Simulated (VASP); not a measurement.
Band structure of TiSe2 (1T layered). Computed with vdW-DF-cx, VASP's PBE PAW potentials (set 64) (plane waves; VASP).

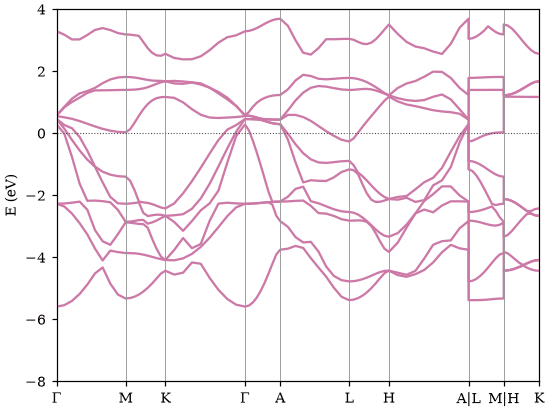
*Bands along high-symmetry lines, zero at the valence-band maximum or, without a gap, the Fermi level*

Task: Read the plot: is there a gap, and where are the band edges?

Result: It has no gap at this level: it comes out as a metal or semimetal. (Edges off the drawn lines would not show.)

The compound is TiSe2 in the 1T layered structure. It was relaxed first.
